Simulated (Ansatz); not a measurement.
# A hypothetical structure for Ti3Mo

Starting from a made-up structure for Ti3Mo, the aim is the relaxed cell, its shortest contacts and, where a second run follows, its electronic structure.

Method: DFT, PBE, plane-wave PAW, files of the set soft_1, scalar-relativistic, no spin, cell and ions relaxed at zero pressure; PAW set soft_1, in the first sound run; inputs show where later runs differ, in Ansatz 0.2.0.

## (1) The structure

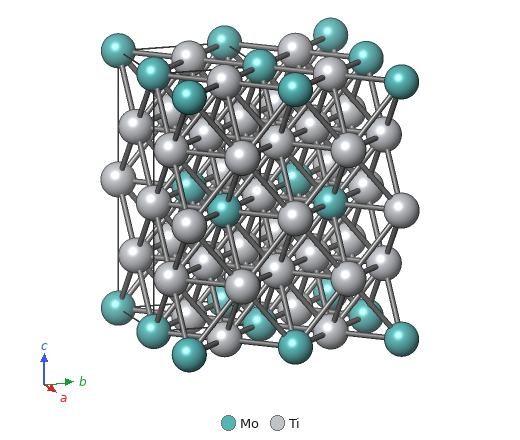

The cell as given, slightly off an axis (molybdenum teal, titanium light grey). 2×2×1 cells are drawn. This picture shows the conventional cell, with its axes. Some periodic images of atoms are drawn too.

## (2) Relaxing cell and atoms

The guess takes its coordinates from another compound and its volume from a rule, so the cell and any free coordinates are relaxed together.

Contents of input.yaml:

```yaml
crystal:
  lattice:
    - [-1.9775, 1.9775, 4.6625]
    - [1.9775, -1.9775, 4.6625]
    - [1.9775, 1.9775, -4.6625]
  atoms:
    - { symbol: Mo, position: [0.0, 0.0, 0.0] }
    - { symbol: Ti, position: [0.5, 0.5, 0.0] }
    - { symbol: Ti, position: [0.25, 0.75, 0.5] }
    - { symbol: Ti, position: [0.75, 0.25, 0.5] }
kpoints:
  mp_grid: { grid: [9, 9, 9] }
scf:
  occupations: { method: fermi_dirac, width: 0.05 }
hamiltonian:
  xc: pbe
  pseudopotentials: { kind: paw, azcp: { folder: soft_1 } }
relax:
  f_tol: 0.015
  max_steps: 70
  cell: {}
output:
  forces: true
  stress: true
```

Launch:

```console
$ ansatz run input.yaml --threads 4 --pin off --max-ram 10240MiB --backend cpu --events-out ev --progress --plain --runs-dir out
```

Numbers of over 12 decimals in the logs are rounded to 6 here.

Log:

```text
Engine: ansatz 0.2.0, x86_64-unknown-linux-gnu
Pseudopotentials: kind: paw
Pseudopotential: Mo, paw, valence charge 14, recommended cutoff 420 eV (normal), soft_1/Mo.paw.azcp
Pseudopotential: Ti, paw, valence charge 12, recommended cutoff 420 eV (normal), soft_1/Ti.paw.azcp
Functional definition: PBE
  parameter kappa = 0.804
  parameter beta = 0.066725
  exchange = pbe_x(kappa = kappa, mu = beta*pi^2/3)
  correlation = pbe_c(beta = beta)
Crystal: 4 atoms, lattice volume = 72.931 Å³
Basis set: ecut = 420 eV, 1435 PW (Γ), exchange–correlation on 80×80×80 points (8 copies of the dense FFT grid, shifted against one another)
Bands: 30, of which v1, the nominal top of the filled ones, is band 25 counted from 1 (24 counted from 0)
Symmetry: 16 space group operations
Space group: I4/mmm (ITA 139), of the structure as read, at distance tolerance 4.2e-5 Å
k-points: 75 of 729
Non-local potential: Mo, projectors of the file, l = 0: 3, l = 1: 2, l = 2: 2, l = 3: 1
Non-local potential: Ti, projectors of the file, l = 0: 3, l = 1: 2, l = 2: 3, l = 3: 1
PAW form: soft (Blöchl's): semilocal exchange-correlation on the pseudo side does not see the compensation charge
PAW one-centre angular grid: Mo, 590 points (default); XC on 64 Gauss nodes
PAW one-centre angular grid: Ti, 590 points (default); XC on 64 Gauss nodes
Initial density: superposition of atomic densities (chi_scale 0.1, normalization cell, long waves kept (reshape's long-wave potential 0.00 eV rms))
Initial wavefunctions: pseudopotential atomic-orbital guess
Functional: x = pbe(κ = 0.804, μ = 0.219515), c = pbe(β = 0.066725)
SCF iter   1: F=—  HF=-12462.318550 eV  |F-HF|=—  |Δ(HF+E_count)|=         —  Δρ=1.78e-1  dr2=6.42e1  ethr=3.10e-3  ⟨swp⟩=3.9  Hψ=7378  notcnv=0
preconditioner: auto → Kerker (q_TF=auto, 2.562 Å⁻¹)  [metal: Δε(μ)=0.003 eV  Ē_g=2.544 eV  σ=0.050 eV  W_gap=0.02  n_scr=14 (ndim 8)  ℏωp=18.4 eV  f_vac=0.000  D(μ)=8.06/eV (n_scr^D=102)]
SCF iter   2: F=—  HF=-12454.920057 eV  |F-HF|=—  |Δ(HF+E_count)|=    7.40e0  Δρ=4.64e-2  dr2=2.23e0  ethr=3.10e-3  ⟨swp⟩=4.0  Hψ=6198  notcnv=0
SCF iter   3: F=—  HF=-12454.608377 eV  |F-HF|=—  |Δ(HF+E_count)|=   3.12e-1  Δρ=2.05e-2  dr2=2.85e-1  ethr=3.10e-3  ⟨swp⟩=3.0  Hψ=3669  notcnv=0
SCF iter   4: F=—  HF=-12454.599424 eV  |F-HF|=—  |Δ(HF+E_count)|=   8.95e-3  Δρ=7.78e-3  dr2=5.93e-2  ethr=5.70e-4  ⟨swp⟩=2.5  Hψ=3432  notcnv=0  defer=1
SCF iter   5: F=—  HF=-12454.592642 eV  |F-HF|=—  |Δ(HF+E_count)|=   6.78e-3  Δρ=1.98e-3  dr2=3.62e-3  ethr=1.19e-4  ⟨swp⟩=2.1  Hψ=3321  notcnv=0
SCF iter   6: F=—  HF=-12454.592609 eV  |F-HF|=—  |Δ(HF+E_count)|=   3.26e-5  Δρ=4.76e-4  dr2=1.52e-4  ethr=7.25e-6  ⟨swp⟩=2.2  Hψ=2711  notcnv=0
SCF iter   7: F=—  HF=-12454.592630 eV  |F-HF|=—  |Δ(HF+E_count)|=   2.09e-5  Δρ=7.76e-5  dr2=4.99e-6  ethr=3.05e-7  ⟨swp⟩=2.2  Hψ=3104  notcnv=0
SCF iter   8: F=—  HF=-12454.592632 eV  |F-HF|=—  |Δ(HF+E_count)|=   2.14e-6  Δρ=2.06e-5  dr2=4.63e-7  ethr=9.98e-9  ⟨swp⟩=2.2  Hψ=3009  notcnv=0
SCF iter   9: F=-12454.592632 eV  HF=-12454.592632 eV  |F-HF|=2.62e-8  |Δ(HF+E_count)|=   3.68e-8  Δρ=5.14e-6  dr2=3.23e-8  ethr=2.00e-10  ⟨swp⟩=4.1  Hψ=7050  notcnv=0
SCF 1 converged in 9 iterations: F = -12454.592632 eV  dr2 = 3.23e-8
  greatest PAW one-centre occupation: 0.999 electrons in one spin orbital (limit 2), on the Mo atom at site 0 (counted from 0), in its partial waves of l = 0
relax step   1: F+E_penalty+E_count = -12454.59263235 eV  Δ(F+E_penalty+E_count) = +0.000e0 eV  max|allowed force component| = 2.761e-30 eV/Å  Δτ_max = 0.0000 Å  P = -10.935 GPa  Ω = 72.931 Å³  (9 SCF iters, dr2 threshold 1.00e-7 eV, accepted)
Crystal: 4 atoms, lattice volume = 63.095 Å³
Basis set: ecut = 420 eV, 1259 PW (Γ), exchange–correlation on 80×80×80 points (8 copies of the dense FFT grid, shifted against one another)
Initial density: handed on by an earlier stage of this run
Initial wavefunctions: those handed on with the density
iter 1 solved again at ethr=2.19e-3 eV; its pass at ethr=3.10e-3 eV (dr2=1.10e0 eV) is discarded
SCF iter   1: F=—  HF=-12454.856279 eV  |F-HF|=—  |Δ(HF+E_count)|=         —  Δρ=2.57e-2  dr2=1.10e0  ethr=2.19e-3  ⟨swp⟩=1.0  Hψ=12770  notcnv=0
preconditioner: auto → Kerker (q_TF=auto, 2.625 Å⁻¹)  [metal: Δε(μ)=0.007 eV  Ē_g=2.857 eV  σ=0.050 eV  W_gap=0.04  n_scr=14 (ndim 8)  ℏωp=19.8 eV  f_vac=0.000  D(μ)=4.97/eV (n_scr^D=52)]
SCF iter   2: F=—  HF=-12454.773545 eV  |F-HF|=—  |Δ(HF+E_count)|=   8.27e-2  Δρ=9.95e-3  dr2=1.72e-1  ethr=2.19e-3  ⟨swp⟩=2.0  Hψ=2556  notcnv=0
SCF iter   3: F=—  HF=-12454.761324 eV  |F-HF|=—  |Δ(HF+E_count)|=   1.22e-2  Δρ=1.83e-3  dr2=1.49e-3  ethr=3.44e-4  ⟨swp⟩=2.2  Hψ=3205  notcnv=0
SCF iter   4: F=—  HF=-12454.761326 eV  |F-HF|=—  |Δ(HF+E_count)|=   2.72e-6  Δρ=4.34e-4  dr2=2.53e-4  ethr=2.98e-6  ⟨swp⟩=2.0  Hψ=3822  notcnv=0
SCF iter   5: F=—  HF=-12454.761302 eV  |F-HF|=—  |Δ(HF+E_count)|=   2.49e-5  Δρ=1.07e-4  dr2=6.68e-6  ethr=5.06e-7  ⟨swp⟩=2.0  Hψ=2698  notcnv=0
SCF iter   6: F=—  HF=-12454.761302 eV  |F-HF|=—  |Δ(HF+E_count)|=   1.71e-7  Δρ=2.66e-5  dr2=6.74e-7  ethr=8.00e-10  ⟨swp⟩=4.1  Hψ=8316  notcnv=0
SCF iter   7: F=-12454.761302 eV  HF=-12454.761302 eV  |F-HF|=7.62e-9  |Δ(HF+E_count)|=   5.43e-8  Δρ=5.03e-6  dr2=1.55e-8  ethr=8.00e-10  ⟨swp⟩=3.7  Hψ=6531  notcnv=0
SCF 2 converged in 7 iterations: F = -12454.761302 eV  dr2 = 1.55e-8
relax step   2: F+E_penalty+E_count = -12454.76130167 eV  Δ(F+E_penalty+E_count) = -1.687e-1 eV  max|allowed force component| = 8.132e-20 eV/Å  Δτ_max = 0.0000 Å  P = +7.580 GPa  Ω = 63.095 Å³  energy of the carried Pulay correction = +2.580e-3 eV  (7 SCF iters, dr2 threshold 4.00e-7 eV, accepted)
Crystal: 4 atoms, lattice volume = 66.691 Å³
Basis set: ecut = 420 eV, 1307 PW (Γ), exchange–correlation on 80×80×80 points (8 copies of the dense FFT grid, shifted against one another)
iter 1 solved again at ethr=4.45e-4 eV; its pass at ethr=3.10e-3 eV (dr2=2.23e-1 eV) is discarded
SCF iter   1: F=—  HF=-12454.867258 eV  |F-HF|=—  |Δ(HF+E_count)|=         —  Δρ=1.13e-2  dr2=2.24e-1  ethr=4.45e-4  ⟨swp⟩=1.0  Hψ=13216  notcnv=0
preconditioner: auto → Kerker (q_TF=auto, 2.600 Å⁻¹)  [metal: Δε(μ)=0.024 eV  Ē_g=2.778 eV  σ=0.050 eV  W_gap=0.12  n_scr=14 (ndim 8)  ℏωp=19.3 eV  f_vac=0.000  D(μ)=5.76/eV (n_scr^D=76)]
SCF iter   2: F=—  HF=-12454.851194 eV  |F-HF|=—  |Δ(HF+E_count)|=   1.61e-2  Δρ=4.17e-3  dr2=3.20e-2  ethr=4.45e-4  ⟨swp⟩=2.0  Hψ=2507  notcnv=0
SCF iter   3: F=—  HF=-12454.848901 eV  |F-HF|=—  |Δ(HF+E_count)|=   2.29e-3  Δρ=8.24e-4  dr2=4.14e-4  ethr=6.39e-5  ⟨swp⟩=2.0  Hψ=2590  notcnv=0
SCF iter   4: F=—  HF=-12454.848902 eV  |F-HF|=—  |Δ(HF+E_count)|=   7.44e-7  Δρ=1.55e-4  dr2=1.66e-5  ethr=8.27e-7  ⟨swp⟩=2.1  Hψ=3685  notcnv=0
SCF iter   5: F=—  HF=-12454.848901 eV  |F-HF|=—  |Δ(HF+E_count)|=   1.27e-6  Δρ=4.42e-5  dr2=1.36e-6  ethr=3.32e-8  ⟨swp⟩=2.6  Hψ=3691  notcnv=0
SCF iter   6: F=-12454.848901 eV  HF=-12454.848901 eV  |F-HF|=4.28e-8  |Δ(HF+E_count)|=   1.83e-9  Δρ=8.48e-6  dr2=6.55e-8  ethr=8.00e-10  ⟨swp⟩=4.0  Hψ=6936  notcnv=0
SCF 3 converged in 6 iterations: F = -12454.848901 eV  dr2 = 6.55e-8
relax step   3: F+E_penalty+E_count = -12454.84890087 eV  Δ(F+E_penalty+E_count) = -8.760e-2 eV  max|allowed force component| = 8.674e-19 eV/Å  Δτ_max = 0.0000 Å  P = -0.927 GPa  Ω = 66.691 Å³  energy of the carried Pulay correction = +1.588e-3 eV  (6 SCF iters, dr2 threshold 4.00e-7 eV, accepted)
Crystal: 4 atoms, lattice volume = 66.336 Å³
Basis set: ecut = 420 eV, 1291 PW (Γ), exchange–correlation on 80×80×80 points (8 copies of the dense FFT grid, shifted against one another)
iter 1 solved again at ethr=4.10e-6 eV; its pass at ethr=3.10e-3 eV (dr2=2.05e-3 eV) is discarded
SCF iter   1: F=—  HF=-12454.854471 eV  |F-HF|=—  |Δ(HF+E_count)|=         —  Δρ=1.31e-3  dr2=2.00e-3  ethr=4.10e-6  ⟨swp⟩=1.0  Hψ=12321  notcnv=0
preconditioner: auto → Kerker (q_TF=auto, 2.603 Å⁻¹)  [metal: Δε(μ)=0.006 eV  Ē_g=2.781 eV  σ=0.050 eV  W_gap=0.03  n_scr=14 (ndim 8)  ℏωp=19.3 eV  f_vac=0.000  D(μ)=5.68/eV (n_scr^D=76)]
SCF iter   2: F=—  HF=-12454.854342 eV  |F-HF|=—  |Δ(HF+E_count)|=   1.29e-4  Δρ=6.07e-4  dr2=3.55e-4  ethr=4.00e-6  ⟨swp⟩=1.1  Hψ=2254  notcnv=0
SCF iter   3: F=—  HF=-12454.854311 eV  |F-HF|=—  |Δ(HF+E_count)|=   3.05e-5  Δρ=1.26e-4  dr2=8.14e-6  ethr=7.10e-7  ⟨swp⟩=1.7  Hψ=2370  notcnv=0
SCF iter   4: F=—  HF=-12454.854311 eV  |F-HF|=—  |Δ(HF+E_count)|=   5.08e-7  Δρ=2.88e-5  dr2=4.99e-7  ethr=1.63e-8  ⟨swp⟩=2.0  Hψ=2760  notcnv=0
iter 5 did not close the SCF: its close was put off for the readings that it lacked (scf_convergence_deferred on its scf_iter line)
SCF iter   5: F=-12454.854311 eV  HF=-12454.854311 eV  |F-HF|=1.05e-8  |Δ(HF+E_count)|=   4.01e-8  Δρ=6.74e-6  dr2=2.82e-8  ethr=9.99e-10  ⟨swp⟩=2.1  Hψ=2840  notcnv=0
SCF iter   6: F=-12454.854311 eV  HF=-12454.854311 eV  |F-HF|=3.53e-10  |Δ(HF+E_count)|=   2.88e-9  Δρ=1.37e-6  dr2=1.08e-9  ethr=5.63e-11  ⟨swp⟩=2.0  Hψ=6262  notcnv=0
SCF 4 converged in 6 iterations: F = -12454.854311 eV  dr2 = 1.08e-9
relax step   4: F+E_penalty+E_count = -12454.85431081 eV  Δ(F+E_penalty+E_count) = -5.410e-3 eV  max|allowed force component| = 1.138e-18 eV/Å  Δτ_max = 0.0000 Å  P = -0.276 GPa  Ω = 66.336 Å³  energy of the carried Pulay correction = +1.680e-3 eV  (6 SCF iters, dr2 threshold 4.00e-7 eV, accepted)
Crystal: 4 atoms, lattice volume = 66.148 Å³
Basis set: ecut = 420 eV, 1267 PW (Γ), exchange–correlation on 80×80×80 points (8 copies of the dense FFT grid, shifted against one another)
iter 1 solved again at ethr=1.92e-6 eV; its pass at ethr=3.10e-3 eV (dr2=9.59e-4 eV) is discarded
SCF iter   1: F=—  HF=-12454.856533 eV  |F-HF|=—  |Δ(HF+E_count)|=         —  Δρ=1.23e-3  dr2=9.65e-4  ethr=1.92e-6  ⟨swp⟩=1.8  Hψ=12705  notcnv=0
preconditioner: auto → Kerker (q_TF=auto, 2.604 Å⁻¹)  [metal: Δε(μ)=0.025 eV  Ē_g=2.801 eV  σ=0.050 eV  W_gap=0.13  n_scr=14 (ndim 8)  ℏωp=19.4 eV  f_vac=0.000  D(μ)=5.74/eV (n_scr^D=76)]
SCF iter   2: F=—  HF=-12454.856447 eV  |F-HF|=—  |Δ(HF+E_count)|=   8.61e-5  Δρ=6.47e-4  dr2=2.33e-4  ethr=1.92e-6  ⟨swp⟩=1.0  Hψ=2250  notcnv=0
SCF iter   3: F=—  HF=-12454.856421 eV  |F-HF|=—  |Δ(HF+E_count)|=   2.67e-5  Δρ=1.13e-4  dr2=6.73e-6  ethr=4.66e-7  ⟨swp⟩=1.8  Hψ=2416  notcnv=0
iter 4 did not close the SCF: its close was put off for the readings that it lacked (scf_convergence_deferred on its scf_iter line)
SCF iter   4: F=-12454.856420 eV  HF=-12454.856420 eV  |F-HF|=2.03e-7  |Δ(HF+E_count)|=   4.56e-7  Δρ=2.46e-5  dr2=3.88e-7  ethr=1.35e-8  ⟨swp⟩=2.0  Hψ=2682  notcnv=0
iter 5 did not close the SCF: its close was put off for the readings that it lacked (scf_convergence_deferred on its scf_iter line)
SCF iter   5: F=-12454.856420 eV  HF=-12454.856420 eV  |F-HF|=1.63e-8  |Δ(HF+E_count)|=   2.81e-8  Δρ=6.69e-6  dr2=2.97e-8  ethr=7.76e-10  ⟨swp⟩=2.0  Hψ=2828  notcnv=0
SCF iter   6: F=-12454.856420 eV  HF=-12454.856420 eV  |F-HF|=3.75e-10  |Δ(HF+E_count)|=   2.35e-9  Δρ=1.43e-6  dr2=1.08e-9  ethr=5.93e-11  ⟨swp⟩=2.0  Hψ=6673  notcnv=0
SCF 5 converged in 6 iterations: F = -12454.856420 eV  dr2 = 1.08e-9
relax step   5: F+E_penalty+E_count = -12454.85642012 eV  Δ(F+E_penalty+E_count) = -2.109e-3 eV  max|allowed force component| = 7.589e-19 eV/Å  Δτ_max = 0.0000 Å  P = +0.039 GPa  Ω = 66.148 Å³  energy of the carried Pulay correction = +1.727e-3 eV  (6 SCF iters, dr2 threshold 4.00e-7 eV, accepted)
Crystal: 4 atoms, lattice volume = 66.164 Å³
iter 1 solved again at ethr=1.28e-8 eV; its pass at ethr=3.10e-3 eV (dr2=6.42e-6 eV) is discarded
SCF iter   1: F=—  HF=-12454.856422 eV  |F-HF|=—  |Δ(HF+E_count)|=         —  Δρ=7.62e-5  dr2=6.48e-6  ethr=1.28e-8  ⟨swp⟩=2.0  Hψ=11993  notcnv=0
preconditioner: auto → Kerker (q_TF=auto, 2.604 Å⁻¹)  [metal: Δε(μ)=0.026 eV  Ē_g=2.803 eV  σ=0.050 eV  W_gap=0.13  n_scr=14 (ndim 8)  ℏωp=19.4 eV  f_vac=0.000  D(μ)=5.73/eV (n_scr^D=76)]
SCF iter   2: F=—  HF=-12454.856422 eV  |F-HF|=—  |Δ(HF+E_count)|=   7.96e-7  Δρ=3.44e-5  dr2=9.61e-7  ethr=1.28e-8  ⟨swp⟩=1.7  Hψ=2396  notcnv=0
SCF iter   3: F=—  HF=-12454.856422 eV  |F-HF|=—  |Δ(HF+E_count)|=   1.41e-7  Δρ=1.02e-5  dr2=7.82e-8  ethr=1.92e-9  ⟨swp⟩=1.7  Hψ=2398  notcnv=0
iter 4 did not close the SCF: its close was put off for the readings that it lacked (scf_convergence_deferred on its scf_iter line)
SCF iter   4: F=-12454.856422 eV  HF=-12454.856422 eV  |F-HF|=2.07e-9  |Δ(HF+E_count)|=   1.06e-8  Δρ=2.23e-6  dr2=3.61e-9  ethr=1.56e-10  ⟨swp⟩=2.0  Hψ=2711  notcnv=0
iter 5 did not close the SCF: its close was put off for the readings that it lacked (scf_convergence_deferred on its scf_iter line)
SCF iter   5: F=-12454.856422 eV  HF=-12454.856422 eV  |F-HF|=6.73e-11  |Δ(HF+E_count)|=  3.71e-10  Δρ=6.10e-7  dr2=1.82e-10  ethr=7.22e-12  ⟨swp⟩=2.0  Hψ=2876  notcnv=0
SCF iter   6: F=-12454.856422 eV  HF=-12454.856422 eV  |F-HF|=3.64e-12  |Δ(HF+E_count)|=  2.55e-11  Δρ=1.21e-7  dr2=5.67e-12  ethr=1.00e-12  ⟨swp⟩=1.5  Hψ=6755  notcnv=0
SCF 6 converged in 6 iterations: F = -12454.856422 eV  dr2 = 5.67e-12
relax step   6: F+E_penalty+E_count = -12454.85642232 eV  Δ(F+E_penalty+E_count) = -2.197e-6 eV  max|allowed force component| = 5.421e-19 eV/Å  Δτ_max = 0.0000 Å  P = +0.001 GPa  Ω = 66.164 Å³  energy of the carried Pulay correction = +1.722e-3 eV  (6 SCF iters, dr2 threshold 1.63e-8 eV, accepted)
Basis set: ecut = 420 eV, 1267 PW (Γ), exchange–correlation on 72×72×72 points (8 copies of the dense FFT grid, shifted against one another)
Initial wavefunctions: pseudopotential atomic-orbital guess (no wavefunctions were taken with the density)
iter 1 solved again at ethr=1.16e-7 eV; its pass at ethr=3.10e-3 eV (dr2=5.78e-5 eV) is discarded
SCF iter   1: F=—  HF=-12454.854147 eV  |F-HF|=—  |Δ(HF+E_count)|=         —  Δρ=1.35e-4  dr2=1.77e-6  ethr=1.16e-7  ⟨swp⟩=3.0  Hψ=12834  notcnv=0
preconditioner: auto → Kerker (q_TF=auto, 2.604 Å⁻¹)  [metal: Δε(μ)=0.025 eV  Ē_g=2.803 eV  σ=0.050 eV  W_gap=0.13  n_scr=14 (ndim 8)  ℏωp=19.4 eV  f_vac=0.000  D(μ)=5.73/eV (n_scr^D=76)]
SCF iter   2: F=—  HF=-12454.854162 eV  |F-HF|=—  |Δ(HF+E_count)|=   1.45e-5  Δρ=7.56e-5  dr2=8.30e-7  ethr=3.55e-9  ⟨swp⟩=2.0  Hψ=3916  notcnv=0
SCF iter   3: F=—  HF=-12454.854163 eV  |F-HF|=—  |Δ(HF+E_count)|=   1.18e-6  Δρ=8.80e-6  dr2=2.83e-8  ethr=1.66e-9  ⟨swp⟩=2.0  Hψ=4133  notcnv=0
SCF iter   4: F=—  HF=-12454.854163 eV  |F-HF|=—  |Δ(HF+E_count)|=   1.60e-8  Δρ=2.80e-6  dr2=3.42e-9  ethr=5.66e-11  ⟨swp⟩=2.0  Hψ=2873  notcnv=0
SCF iter   5: F=—  HF=-12454.854163 eV  |F-HF|=—  |Δ(HF+E_count)|=   2.11e-9  Δρ=8.92e-7  dr2=5.76e-10  ethr=6.85e-12  ⟨swp⟩=2.5  Hψ=3811  notcnv=0
SCF iter   6: F=-12454.854163 eV  HF=-12454.854163 eV  |F-HF|=5.46e-12  |Δ(HF+E_count)|=  5.46e-12  Δρ=1.45e-7  dr2=1.38e-11  ethr=1.00e-12  ⟨swp⟩=2.9  Hψ=7511  notcnv=0
SCF 7 converged in 6 iterations: F = -12454.854163 eV  dr2 = 1.38e-11
relax step   7: F+E_penalty+E_count = -12454.85416314 eV  Δ(F+E_penalty+E_count) = +2.259e-3 eV  max|allowed force component| = 4.879e-19 eV/Å  Δτ_max = 0.0000 Å  P = +0.021 GPa  Ω = 66.164 Å³  stress off target by 2.19e-2 GPa  SCF on the basis re-selected at this cell (its energy is not comparable with the rows above)  (6 SCF iters)
basis re-selected at this cell: Δ(F+E_penalty+E_count) = +2.259e-3 eV, ΔP = +0.020 GPa vs the last step (what re-selecting the basis moved, of the pressure what is left beyond the Pulay correction that the steps carried, after the strain that the cell walked since its last selection, with what the two solves' SCF thresholds leave and, on support functions, any second-order correction that the steps lacked; it is no measure of the basis error at this ecutwfc). The dense FFT grid was sized anew with the basis: this SCF ran on 36×36×36 points, the steps before it on 40×40×40, so part of this shift can come from that change (see relax.cell in the input reference). [rest of the remark cut]
SCF converged after 6 iterations
Free energy (F): -12454.854163 eV
Harris-Foulkes:  -12454.854163 eV  (|F-HF|=5.46e-12)
Internal energy: -12454.805888 eV  (E = F + TS)
E sigma→0 (E₀):  -12454.830025 eV
Entropy (-TS):   -0.048276 eV (-12.069 meV/atom)
Fermi energy:    15.175109 eV
--- Per-component energies (eV) ---
  E_band       = -526.438857
  E_kinetic    = 1267.867095
  E_local      = -3384.263828  (includes V_loc(G=0)·N_el)
  E_nonlocal   = 332.028648
  E_hartree    = 1298.778499
  E_xc         = -525.045762
  E_vxc        = -656.571550  (∫ρ·V_xc dr)
  E_paw        = -6339.376085  (= ΣΔE_a)
  E_vpaw       = -683.055987  (= ΣTr[D̂ρ^β])
  E_aug_tail   = -0.000190  (compensation charges beyond the density's cutoff)
  E_ewald      = -5104.794264
  E_smearing   = -0.048276  (= −TS)
  E_closure    = 0.000000  (closes the sum)
  Σ components = -12454.854163   (vs F -12454.854163, Δ=0.00e0)
--- Forces (eV/Å), atoms counted from 1 ---
  atom   1  Mo    -0.00000000    -0.00000000     0.00000000
  atom   2  Ti     0.00000000    -0.00000000     0.00000000
  atom   3  Ti     0.00000000     0.00000000     0.00000000
  atom   4  Ti     0.00000000     0.00000000    -0.00000000
  max |Σ_I F_I| component: 6.51e-19 eV/Å
--- Stress (GPa, compression-positive) ---
        0.021872      -0.000000      -0.000000
       -0.000000       0.021872       0.000000
       -0.000000       0.000000       0.018062
  P = ⅓ Tr σ = 0.0206 GPa (0.206 kbar)
--- Relaxed structure (6 steps of the walk, 6 accepted, 1 SCFs on fresh bases) ---
  F+E_penalty+E_count = -12454.85416314 eV   max|allowed force component| = 4.879e-19 eV/Å   (the final SCF, on the basis selected at the relaxed cell)
  cell:  # Å, volume = 66.1643 Å³
    - [-1.891237, 1.891237, 4.624576]
    - [1.891237, -1.891237, 4.624576]
    - [1.891237, 1.891237, -4.624576]
  atoms:
    - { symbol: Mo, position: [0, 0, 0.0] }
    - { symbol: Ti, position: [0.5, 0.5, 0] }
    - { symbol: Ti, position: [0.25, 0.75, 0.500000] }
    - { symbol: Ti, position: [0.75, 0.25, 0.500000] }
```

The job ended after 20 s (4 threads of AMD EPYC 7R13 (Zen 3), shared host; peak memory 0.55 GiB; 71 s of CPU time).

Relaxation path:

```csv
step,energy less that of the first step (eV),largest force component (eV/Å),pressure (GPa),volume (Å³)
1,0.0000,0.0000,-10.93,72.93
2,-0.1687,0.0000,7.58,63.09
3,-0.2563,0.0000,-0.93,66.69
4,-0.2617,0.0000,-0.28,66.34
5,-0.2638,0.0000,0.04,66.15
6,-0.2638,0.0000,0.00,66.16
7*,-0.2615,0.0000,0.02,66.16
```

Relaxation steps marked * repeat the geometry before them on a plane-wave basis chosen anew for their cell, so energy and pressure can jump there.

Forces are held to the 16 operations that the run works with; a distortion that breaks them can't arise in this run.

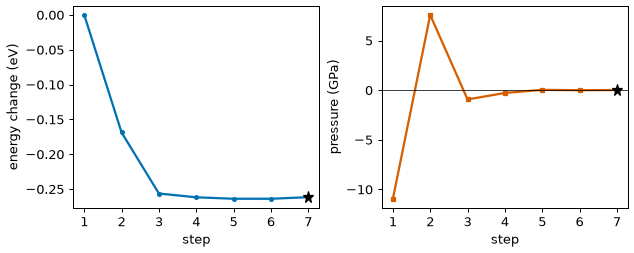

Energy and pressure along the relaxation. Stars mark steps on a basis chosen anew.

```csv
"conventional cell, symmetrised",before,after,change
a (Å),3.955,3.782,-4.4 %
b (Å),3.955,3.782,-4.4 %
c (Å),9.325,9.249,-0.8 %
volume (Å³/atom),18.23,16.54,-9.3 %
```

Final coordinates:

```cif
data_structure
_symmetry_space_group_name_H-M 'P 1'
_symmetry_Int_Tables_number 1
_cell_length_a 5.3423
_cell_length_b 5.3423
_cell_length_c 5.3423
_cell_angle_alpha 138.534
_cell_angle_beta 138.534
_cell_angle_gamma 60.086
_cell_volume 66.16
loop_
_atom_site_label
_atom_site_type_symbol
_atom_site_fract_x
_atom_site_fract_y
_atom_site_fract_z
_atom_site_occupancy
Mo1 Mo 0.00000 0.00000 0.00000 1
Ti2 Ti 0.50000 0.50000 0.00000 1
Ti3 Ti 0.25000 0.75000 0.50000 1
Ti4 Ti 0.75000 0.25000 0.50000 1
```

This step gave:

```
free energy             : -12454.8542 eV
energy at zero smearing : -12454.8300 eV
smearing term TS        : 0.04828 eV
Fermi energy            : 15.18 eV
electrons               : 50
symmetry operations     : 16
pressure                : 0.02060 GPa
```

Shortest distances by pair of elements, guess and relaxed (not always the same contact):

```csv
pair,guess (Å),relaxed (Å)
Mo–Ti,2.797,2.675
Ti–Ti,2.797,2.675
Mo–Mo,3.955,3.782
```

The relaxation ends with a pressure of 0.02 GPa.

(Continued in part 2 of 2.)

[Logs are printed without paths, hosts, clocks, repeated set-up lines and the standing remarks that a program may print on its own settings, such as how far it seeks lower states.]

[Hosts, paths, dates, database ids (printed as entryN), source tags and the programs' standing remarks are cut or masked in the printed files.]
